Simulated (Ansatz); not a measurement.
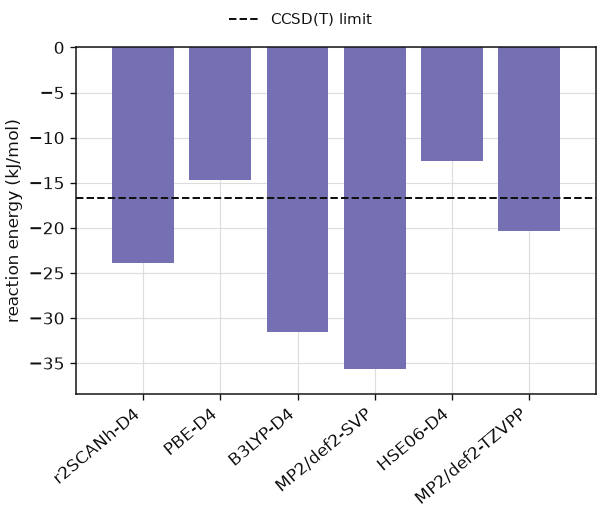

Electronic reaction energy of GaGeSiH₇ ([SiH3][GeH2][GaH2]) + HF (F) → GaGeH₄F ([F][GeH2][GaH2]) + SiH₄ ([SiH4]) (SMILES in brackets) at several levels (functionals in def2-TZVPP unless a basis is named), isolated molecules at PBE0-D4 triple-zeta geometries, minima by their frequencies, no zero-point or thermal terms, the Ansatz code 0.2.0. The line is frozen-core CCSD(T) at the basis limit (MP2 extrapolated from triple and quadruple zeta, plus CCSD(T) less MP2 in a smaller set). The distance of MP2/def2-SVP and MP2/def2-TZVPP to the limit includes basis error. The limit lies 6.0 kJ/mol from CCSD(T)/def2-TZVPP, so the line itself is uncertain by a part of that.

Q: What do zero-point energy and temperature add?

A: Zero-point change −2.1 kJ/mol; at 298.15 K and 1 bar the CCSD(T) limit plus thermal terms gives an enthalpy of reaction of −21.9 and a free energy of −18.3 kJ/mol (harmonic PBE0-D4 modes, ideal gas).

Q: Which level comes closest to the line (CCSD(T) limit), and which misses most?

A: Closest PBE-D4 (−14.7 kJ/mol), against −16.7 kJ/mol; farthest MP2/def2-SVP (−35.6 kJ/mol).

Known limits of this run: no scalar relativity up to krypton; outer-core shells are correlated without core-valence functions, which makes the correlated values less sure.
